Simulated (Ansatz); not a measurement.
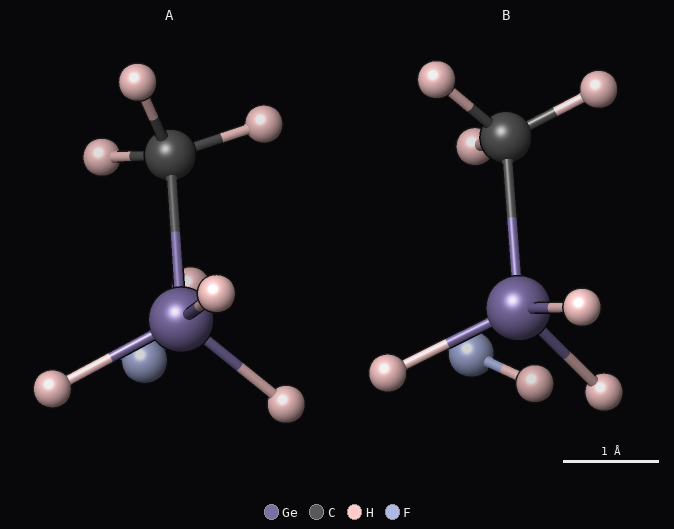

Two geometries of CH7FGe, drawn at one scale. One is the start of a relaxation, the other its converged end. Style: ball-and-stick. Shown from a free direction.

The calculation used Ansatz, RKS B3LYP/def2-SVP. (no spin polarisation; force threshold 0.03 eV/Å; at most 50 steps)

Which one is relaxed?

Answer. Structure B is the relaxed one. The run prepares an end point of a later path (reaction) calculation, from a guessed geometry. The largest move after the best rigid fit is that of an H atom, 1.04 Å. By element the largest moves are H 1.04 Å, F 0.37 Å, C 0.23 Å, Ge 0.12 Å. Among the contacts that change: Ge–H 1.540 → 1.559 Å, F–H 0.925 → 0.931 Å, Ge–H 1.549 → 1.543 Å, C–Ge 1.968 → 1.962 Å. Among the angles between lasting bonds that change: C–Ge–H 107.9° → 112.3°, Ge–C–H 112.0° → 108.3°, H–Ge–H 110.5° → 107.5°. Groups turn about C–Ge by about 35°. The energy falls by 3.45 kcal/mol in 20 accepted moves (28 points after the start). Largest force component: 0.31 eV/Å at the start, 0.0082 eV/Å at the end. The line search rejected the trial steps at points 2, 5, 8, 12, 17, 21, 24, 27 of the run.
